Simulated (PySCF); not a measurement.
```xyz
17

C    -3.0607    0.8354    0.3065
C    -1.8539    0.4537   -0.1002
C    -1.2584   -0.8082    0.2792
C    -0.0333   -1.2259   -0.0397
C     0.9869   -0.4534   -0.8261
F     1.8816   -1.3411   -1.3923
C     1.7026    0.5154    0.0780
C     2.9770    0.4274    0.4046
H    -3.4918    1.7767    0.0124
H    -3.6572    0.2162    0.9564
H    -1.2746    1.1001   -0.7451
H    -1.8861   -1.4554    0.8779
H     0.3247   -2.1865    0.3011
H     0.5293    0.0827   -1.6700
H     1.0610    1.2932    0.4671
H     3.6042   -0.3562    0.0144
H     3.4417    1.1378    1.0660
```

Geometry: GFN2-xTB.

Computed with PySCF 2.14.0, PBE0/def2-SVPD, SCF density, gas phase.

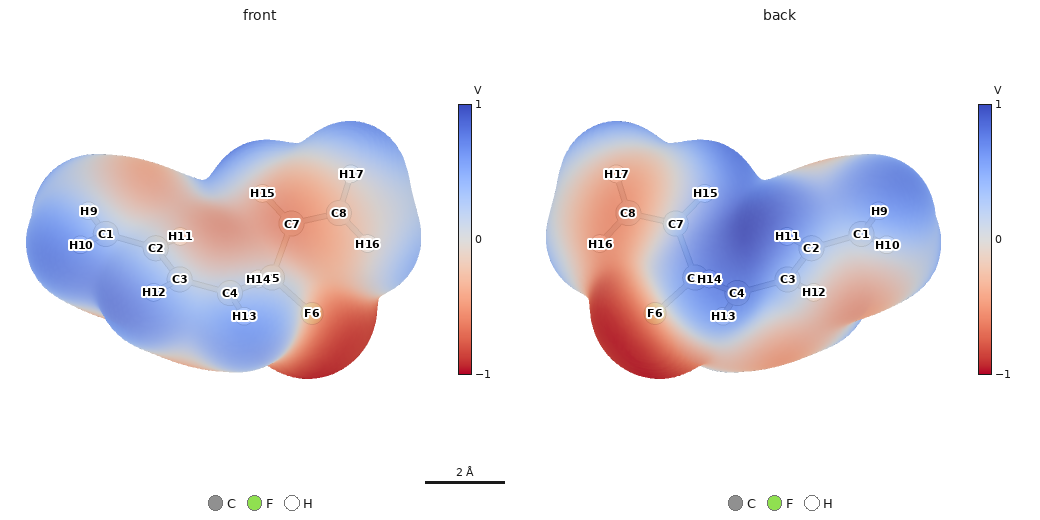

C7H9F. The electrostatic potential painted on the density surface at 0.001 e/bohr³, seen from the front and from behind; the colour scale runs from red (negative) to blue (positive).

**Where is the surface potential most negative and most positive?**

The most negative region (about −0.9 V, or −21 kcal/mol for a unit charge) lies over F6, the most positive (about +0.9 V, or +21 kcal/mol for a unit charge) over H11 and H14.
